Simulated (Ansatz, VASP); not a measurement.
**CeO2 (Cerianite): VASP beside Ansatz**

Aim: how closely do two programs agree when they are given the same cell, functional and k mesh? The cell comes out of the VASP series on this material, whose earlier steps may have relaxed, scaled or displaced it; both programs get it as it stands.

Calculated with Ansatz 0.2.0; plane waves, with VASP 6.6.1 beside it; relaxation of cell and atoms at PBE, DFT+U.

In doubt: the elements are of a kind flagged for part-filled d or f shells, though by formal charges that shell is empty here, so the flag may not apply; the elements are of a kind flagged for part-filled d or f shells, though by formal charges that shell is empty here, so the flag may not apply.

## (1) Set-up

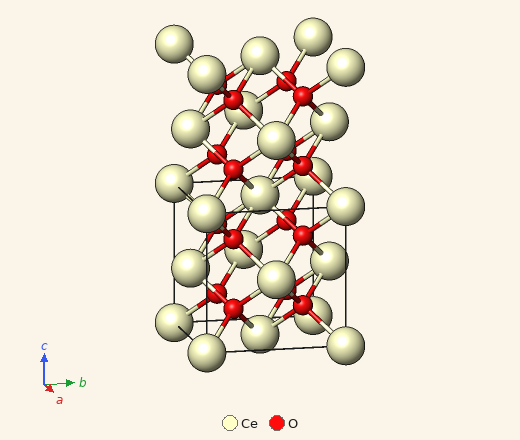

Start, viewed slightly off an axis; cerium light yellow, oxygen red. 1×1×2 cells are drawn. This picture shows the conventional cell, with its axes. Some periodic images of atoms are drawn too.

Coordinates:

```cif
data_structure
_symmetry_space_group_name_H-M 'Fm-3m'
_symmetry_Int_Tables_number 225
_cell_length_a 5.5064
_cell_length_b 5.5064
_cell_length_c 5.5064
_cell_angle_alpha 90.000
_cell_angle_beta 90.000
_cell_angle_gamma 90.000
_cell_volume 166.96
loop_
_atom_site_label
_atom_site_type_symbol
_atom_site_symmetry_multiplicity
_atom_site_Wyckoff_symbol
_atom_site_fract_x
_atom_site_fract_y
_atom_site_fract_z
_atom_site_occupancy
Ce1 Ce 4 a 0.00000 0.00000 0.00000 1
O1 O 8 c 0.25000 0.25000 0.75000 1
```

## (2) Ansatz: relaxation of cell and atoms, PBE, DFT+U

Ansatz runs on its default PAW (the set named soft_2) files.

The relaxed volume is the usual yardstick between codes: its relative difference is about their pressure difference at one cell divided by the bulk modulus.

Input file input.yaml:

```yaml
crystal:
  lattice:
    - [0.0, 2.7532026102, 2.7532026102]
    - [2.7532026102, 0.0, 2.7532026102]
    - [2.7532026102, 2.7532026102, 0.0]
  atoms:
    - { symbol: Ce, position: [0.0, 0.0, 0.0], spin: 1.0 }
    - { symbol: O, position: [0.75, 0.75, 0.75] }
    - { symbol: O, position: [0.25, 0.25, 0.25] }
hamiltonian:
  xc: pbe
  pseudopotentials: { kind: paw }
  hubbard: { sites: [{ species: Ce, l: f, u_eff: 6.0 }] }
magnetization:
  spin_polarized: true
kpoints:
  mp_grid: { grid: [10, 10, 10] }
scf:
  occupations: { method: gaussian, width: 0.03 }
relax:
  f_tol: 0.01
  max_steps: 60
  cell: { stress_tol: 0.05 }
output:
  forces: true
  stress: true
```

On the command line:

```console
$ ansatz run input.yaml --threads 4 --pin off --max-ram 9216MiB --backend cpu --events-out ev --progress --plain --runs-dir out
```

Numbers of over 12 decimals in the logs are rounded to 6 here.

The log of the run:

```text
Ce: projections on atomic orbitals take those of the free atom [Kr 4d10] 4f1 5s2 5p6 5d1 6s2, of charge +0.00 (hamiltonian.pseudopotentials.projection_atoms); the dataset's partial waves leave at most 1.4e-5 of an orbital's norm unspanned inside its sphere
O: projections on atomic orbitals take those of the free atom [He] 2s2 2p4, of charge +0.00 (hamiltonian.pseudopotentials.projection_atoms); the dataset's partial waves leave at most 1.9e-8 of an orbital's norm unspanned inside its sphere
band count auto-derived: 22, from the close of a first SCF at 17 (N_el = 24.0; filled up to band 12; 17 by the electrons, moments and atoms)
Engine: ansatz 0.2.0, aarch64-unknown-linux-gnu
Pseudopotentials: kind: paw
Pseudopotential: Ce, paw, valence charge 12, recommended cutoff 420 eV (normal), Ce.paw.azcp
Pseudopotential: O, paw, valence charge 6, recommended cutoff 420 eV (normal), O.paw.azcp
Functional definition: PBE
  parameter kappa = 0.804
  parameter beta = 0.066725
  exchange = pbe_x(kappa = kappa, mu = beta*pi^2/3)
  correlation = pbe_c(beta = beta)
Crystal: 3 atoms, lattice volume = 41.739 Å³
Basis set: ecut = 420 eV, 869 PW (Γ), exchange–correlation on 54×54×54 points (8 copies of the dense FFT grid, shifted against one another)
Bands: 17, of which v1, the nominal top of the filled ones, is band 12 counted from 1 (11 counted from 0)
Symmetry: 48 space group operations
Space group: Fm-3m (ITA 225), of the structure as read, at distance tolerance 3.5e-5 Å
Magnetic group: BNS 225.116 (UNI 1618), of the structure as read, at distance tolerance 3.5e-5 Å
k-points: 47 of 1000
Non-local potential: Ce, projectors of the file, l = 0: 3, l = 1: 2, l = 2: 2, l = 3: 3
Non-local potential: O, projectors of the file, l = 0: 2, l = 1: 2, l = 2: 1
PAW form: soft (Blöchl's): semilocal exchange-correlation on the pseudo side does not see the compensation charge
PAW one-centre angular grid: Ce, 590 points (default); XC on 64 Gauss nodes
PAW one-centre angular grid: O, 110 points (default); XC on 64 Gauss nodes
Initial density: superposition of atomic densities (chi_scale 0.1, normalization cell, long waves kept (reshape's long-wave potential 0.00 eV rms))
Starting moments: Σ|m| = 1 μB on 1 of 3 sites
Initial wavefunctions: pseudopotential atomic-orbital guess
Functional: x = pbe(κ = 0.804, μ = 0.219515), c = pbe(β = 0.066725)
SCF iter   1: F=—  HF=-7717.682866 eV  |F-HF|=—  |Δ(HF+E_count)|=         —  Δρ=1.11e-1 (↑1.11e-1 ↓1.09e-1)  dr2=1.17e1  dr2_m=2.18e-1  M=0.000 μB ∫|m|=0.112 μB  β_m=0.30  ethr=3.10e-3  ⟨swp⟩=4.8  Hψ=7394  notcnv=0
preconditioner: auto → none  [insulator: Δε(μ)=5.496 eV  Ē_g=15.473 eV  σ=0.030 eV  W_gap=1.00  n_scr=14 (ndim 8)  ℏωp=27.0 eV  f_vac=0.002  D(μ)=0.00/eV (n_scr^D=0)  ε∞_Penn≈4.0]
SCF iter   2: F=—  HF=-7714.112684 eV  |F-HF|=—  |Δ(HF+E_count)|=    3.57e0  Δρ=6.75e-2 (↑6.03e-2 ↓6.75e-2)  dr2=1.93e0  dr2_m=9.86e-2  M=0.000 μB ∫|m|=0.200 μB  β_m=0.30  ethr=3.10e-3  ⟨swp⟩=5.5  Hψ=5056  notcnv=0  defer=47
SCF iter   3: F=—  HF=-7713.601799 eV  |F-HF|=—  |Δ(HF+E_count)|=   5.11e-1  Δρ=4.07e-2 (↑3.33e-2 ↓4.07e-2)  dr2=4.92e-1  dr2_m=4.93e-2  M=0.000 μB ∫|m|=0.187 μB  β_m=0.30  ethr=3.10e-3  ⟨swp⟩=3.8  Hψ=3854  notcnv=0  defer=48
SCF iter   4: F=—  HF=-7713.501305 eV  |F-HF|=—  |Δ(HF+E_count)|=   1.00e-1  Δρ=1.81e-2 (↑1.21e-2 ↓1.81e-2)  dr2=1.19e-1  dr2_m=2.44e-2  M=0.000 μB ∫|m|=0.189 μB  β_m=0.30  ethr=2.05e-3  ⟨swp⟩=4.3  Hψ=4003  notcnv=0  defer=54
SCF iter   5: F=—  HF=-7713.630762 eV  |F-HF|=—  |Δ(HF+E_count)|=   1.29e-1  Δρ=2.10e-2 (↑2.10e-2 ↓1.46e-2)  dr2=5.67e-1  dr2_m=1.60e-2  M=0.000 μB ∫|m|=0.105 μB  β_m=0.30  ethr=4.97e-4  ⟨swp⟩=6.2  Hψ=4991  notcnv=0  defer=63
SCF iter   6: F=—  HF=-7713.540845 eV  |F-HF|=—  |Δ(HF+E_count)|=   8.99e-2  Δρ=1.01e-2 (↑9.15e-3 ↓1.01e-2)  dr2=1.29e-1  dr2_m=6.51e-3  M=0.000 μB ∫|m|=0.134 μB  β_m=0.30  ethr=4.97e-4  ⟨swp⟩=5.9  Hψ=4667  notcnv=0  defer=61
SCF iter   7: F=—  HF=-7713.557050 eV  |F-HF|=—  |Δ(HF+E_count)|=   1.62e-2  Δρ=1.07e-2 (↑1.07e-2 ↓6.54e-3)  dr2=1.32e-1  dr2_m=4.92e-3  M=0.000 μB ∫|m|=0.086 μB  β_m=0.30  ethr=4.97e-4  ⟨swp⟩=5.5  Hψ=4602  notcnv=0  defer=60
SCF iter   8: F=—  HF=-7713.536326 eV  |F-HF|=—  |Δ(HF+E_count)|=   2.07e-2  Δρ=3.22e-3 (↑2.13e-3 ↓3.22e-3)  dr2=2.44e-3  dr2_m=2.39e-3  M=0.000 μB ∫|m|=0.084 μB  β_m=0.30  ethr=4.97e-4  ⟨swp⟩=4.5  Hψ=3722  notcnv=0  defer=65
SCF iter   9: F=—  HF=-7713.538980 eV  |F-HF|=—  |Δ(HF+E_count)|=   2.65e-3  Δρ=2.17e-3 (↑1.88e-3 ↓2.17e-3)  dr2=1.25e-4  dr2_m=1.55e-3  M=0.000 μB ∫|m|=0.070 μB  β_m=0.30  ethr=1.02e-5  ⟨swp⟩=4.5  Hψ=3590  notcnv=0  defer=72
SCF iter  10: F=—  HF=-7713.540679 eV  |F-HF|=—  |Δ(HF+E_count)|=   1.70e-3  Δρ=1.75e-3 (↑1.55e-3 ↓1.75e-3)  dr2=4.83e-5  dr2_m=1.04e-3  M=0.000 μB ∫|m|=0.059 μB  β_m=0.30  ethr=5.19e-7  ⟨swp⟩=3.9  Hψ=3299  notcnv=0  defer=71
Mixer restart at iter 10: flushing history
spin-set hold released at iteration 10 (site moments contracting): the magnetisation degrees of freedom join the quasi-Newton model from the next iteration; the mixer history was flushed
[...]
SCF iter  13: F=—  HF=-7713.550814 eV  |F-HF|=—  |Δ(HF+E_count)|=   3.00e-4  Δρ=7.23e-4 (↑7.23e-4 ↓2.90e-4)  dr2=1.62e-4  dr2_m=8.24e-5  M=0.000 μB ∫|m|=0.008 μB  β_m=0.60  ethr=1.88e-8  ⟨swp⟩=4.5  Hψ=5472  notcnv=0  defer=68
SCF iter  14: F=—  HF=-7713.550851 eV  |F-HF|=—  |Δ(HF+E_count)|=   3.72e-5  Δρ=2.40e-4 (↑2.40e-4 ↓4.80e-5)  dr2=2.29e-5  dr2_m=6.13e-6  M=0.000 μB ∫|m|=0.003 μB  β_m=0.79  ethr=1.88e-8  ⟨swp⟩=3.2  Hψ=3374  notcnv=0  defer=68
SCF iter  15: F=—  HF=-7713.550856 eV  |F-HF|=—  |Δ(HF+E_count)|=   4.43e-6  Δρ=4.43e-5 (↑4.43e-5 ↓3.23e-5)  dr2=1.48e-6  dr2_m=1.85e-7  M=0.000 μB ∫|m|=0.001 μB  β_m=0.73  ethr=1.88e-8  ⟨swp⟩=3.0  Hψ=2939  notcnv=0  defer=68
SCF iter  16: F=—  HF=-7713.550856 eV  |F-HF|=—  |Δ(HF+E_count)|=   1.02e-7  Δρ=1.84e-5 (↑1.84e-5 ↓8.72e-6)  dr2=1.92e-7  dr2_m=2.32e-8  M=0.000 μB ∫|m|=0.000 μB  β_m=0.83  ethr=6.18e-9  ⟨swp⟩=2.1  Hψ=2770  notcnv=0  defer=67
SCF iter  17: F=-7713.550856 eV  HF=-7713.550856 eV  |F-HF|=4.17e-10  |Δ(HF+E_count)|=   1.28e-7  Δρ=1.53e-6 (↑1.53e-6 ↓8.48e-7)  dr2=1.48e-10  dr2_m=5.21e-10  M=0.000 μB ∫|m|=0.000 μB  ethr=4.17e-10  ⟨swp⟩=3.2  Hψ=3852  notcnv=0
SCF 1, on 17 bands, converged in 17 iterations: F = -7713.550856 eV; the run's SCF on all bands comes behind
iter 1 solved again at ethr=5.99e-8 eV; its pass at ethr=3.10e-3 eV (dr2=1.44e-5 eV) is discarded
SCF iter   1: F=—  HF=-7713.550856 eV  |F-HF|=—  |Δ(HF+E_count)|=         —  Δρ=1.82e-6 (↑1.82e-6 ↓7.38e-7)  dr2=6.03e-10  dr2_m=5.33e-10  M=0.000 μB ∫|m|=0.000 μB  β_m=0.30  ethr=5.99e-8  ⟨swp⟩=4.0  Hψ=16486  notcnv=0
eigensolver tolerance schedule: the retry pair's looser diagonalisation over-reported the residual by 23839.82 of it (diagonalisation noise at 0.85 of the residual, at the tolerance the schedule requests for it); recorded, not acted on — ethr = c·dr2/N_el stays at c = 1.0e-1
iter 2 did not close the SCF: its close was put off for a magnetic moment that had not settled (scf_convergence_deferred on its scf_iter line)
SCF iter   2: F=-7713.550856 eV  HF=-7713.550856 eV  |F-HF|=5.67e-10  |Δ(HF+E_count)|=   5.60e-9  Δρ=1.46e-6 (↑8.65e-7 ↓1.46e-6)  dr2=1.03e-9  dr2_m=3.29e-10  M=0.000 μB ∫|m|=0.000 μB  β_m=0.30  ethr=2.51e-12  ⟨swp⟩=4.5  Hψ=5925  notcnv=0
iter 3 did not close the SCF: its close was put off for a magnetic moment that had not settled (scf_convergence_deferred on its scf_iter line)
SCF iter   3: F=-7713.550856 eV  HF=-7713.550856 eV  |F-HF|=1.16e-10  |Δ(HF+E_count)|=  3.59e-10  Δρ=9.71e-7 (↑9.71e-7 ↓6.60e-7)  dr2=1.25e-10  dr2_m=2.34e-10  M=0.000 μB ∫|m|=0.000 μB  β_m=0.36  ethr=2.51e-12  ⟨swp⟩=1.0  Hψ=5406  notcnv=0
iter 4 did not close the SCF: its close was put off for a magnetic moment that had not settled (scf_convergence_deferred on its scf_iter line)
SCF iter   4: F=-7713.550856 eV  HF=-7713.550856 eV  |F-HF|=1.18e-11  |Δ(HF+E_count)|=  2.42e-10  Δρ=6.90e-7 (↑6.90e-7 ↓2.14e-7)  dr2=9.43e-11  dr2_m=6.97e-11  M=0.000 μB ∫|m|=0.000 μB  β_m=0.36  ethr=1.00e-12  ⟨swp⟩=1.0  Hψ=4841  notcnv=0
SCF iter   5: F=-7713.550856 eV  HF=-7713.550856 eV  |F-HF|=5.09e-11  |Δ(HF+E_count)|=  8.91e-11  Δρ=2.95e-7 (↑2.95e-7 ↓1.46e-7)  dr2=5.94e-11  dr2_m=3.21e-12  M=0.000 μB ∫|m|=0.000 μB  ethr=1.00e-12  ⟨swp⟩=1.0  Hψ=5108  notcnv=0
SCF 2 converged in 5 iterations: F = -7713.550856 eV  dr2 = 5.94e-11
SCF converged after 4 iterations
Magnetization: 0.0000 μB (12.0000 up, 12.0000 down)
Absolute magnetization: 0.0000 μB (∫|ρ↑−ρ↓|, with the PAW one-centre terms)
Spin contamination: 0.0000 ħ² per cell (⟨S²⟩ above its minimum at these occupations)
Per-site moments (μB) at R_I (Å): [(7.226408818153475e-7, 0.977729), (-5.3055812802342e-7, 0.977729), (-5.305581280691423e-7, 0.977729)]
Free energy (F): -7713.550856 eV
Harris-Foulkes:  -7713.550856 eV  (|F-HF|=1.91e-11)
Internal energy: -7713.550856 eV  (E = F + TS)
E sigma→0 (E₀):  -7713.550856 eV
Fermi energy:    12.173258 eV
--- Per-component energies (eV) ---
  E_band       = 16.814419
  E_kinetic    = 746.568047
  E_local      = -937.637292  (includes V_loc(G=0)·N_el)
  E_nonlocal   = 15.649088
  E_hartree    = 333.173098
  E_xc         = -383.644177
  E_vxc        = -452.275650  (∫ρ·V_xc dr)
  E_hubbard    = 1.855250  (on-site DFT+U / exact-exchange correction)
  E_vhub       = 1.705823  (the Hubbard potential's part of the band-sum identity)
  E_paw        = -5779.948088  (= ΣΔE_a)
  E_vpaw       = -23.546668  (= ΣTr[D̂ρ^β])
  E_aug_tail   = 0.004852  (compensation charges beyond the density's cutoff)
  E_ewald      = -1709.571634
  E_smearing   = -0.000000  (= −TS)
  E_closure    = 0.000000  (closes the sum)
  Σ components = -7713.550856   (vs F -7713.550856, Δ=0.00e0)
--- Forces (eV/Å), atoms counted from 1 ---
  atom   1  Ce     0.00000000    -0.00000000     0.00000000
  atom   2  O     -0.00000000    -0.00000000    -0.00000000
  atom   3  O      0.00000000     0.00000000     0.00000000
  max |Σ_I F_I| component: 2.31e-17 eV/Å
--- Stress (GPa, compression-positive) ---
       -0.002673      -0.000000      -0.000000
       -0.000000      -0.002673       0.000000
       -0.000000       0.000000      -0.002673
  P = ⅓ Tr σ = -0.0027 GPa (-0.027 kbar)
--- Band table (eV; the first three rows and the last of 94) ---
  k-point 0 ↑: bands = [... 8 lower, 7.1476, 10.6647, 10.6647, 10.6647, 13.3417, 13.8378, 13.8378, 13.8378, ... 6 higher]
  k-point 1 ↑: bands = [... 8 lower, 7.3976, 10.5384, 10.5955, 10.5955, 13.3534, 13.8274, 13.8274, 13.8384, ... 6 higher]
  k-point 2 ↑: bands = [... 8 lower, 8.0451, 10.2585, 10.4467, 10.4467, 13.3893, 13.7837, 13.7837, 13.8401, ... 6 higher]
  k-point 46 ↓: bands = [... 8 lower, 9.8708, 9.9980, 10.2895, 10.4789, 13.5198, 13.6222, 13.6450, 13.7932, ... 6 higher]
--- Relaxed structure (5 steps of the walk, 5 accepted, 2 SCFs on fresh bases) ---
  F+E_penalty+E_count = -7713.55085584 eV   max|allowed force component| = 9.406e-17 eV/Å   (the final SCF, on the basis selected at the relaxed cell)
  cell:  # Å, volume = 41.0036 Å³
    - [0, 2.736931, 2.736931]
    - [2.736931, 0, 2.736931]
    - [2.736931, 2.736931, 0]
  atoms:
    - { symbol: Ce, position: [0, 0, 0] }
    - { symbol: O, position: [0.750000, 0.750000, 0.750000] }
    - { symbol: O, position: [0.25, 0.25, 0.25] }
```

Wall time 18 s (4 threads of Arm Neoverse V1, shared host); peak memory 0.45 GiB; 64 s of CPU time.

[end of part 1 of 2]

[Lines on the potential files, build, host, timing and source positions are cut from VASP's logs without a mark.]

[Logs are printed without paths, hosts, clocks, repeated set-up lines and the standing remarks that a program may print on its own settings, such as how far it seeks lower states.]

[Hosts, paths, dates, database ids (printed as entryN), source tags and the programs' standing remarks are cut or masked in the printed files.]
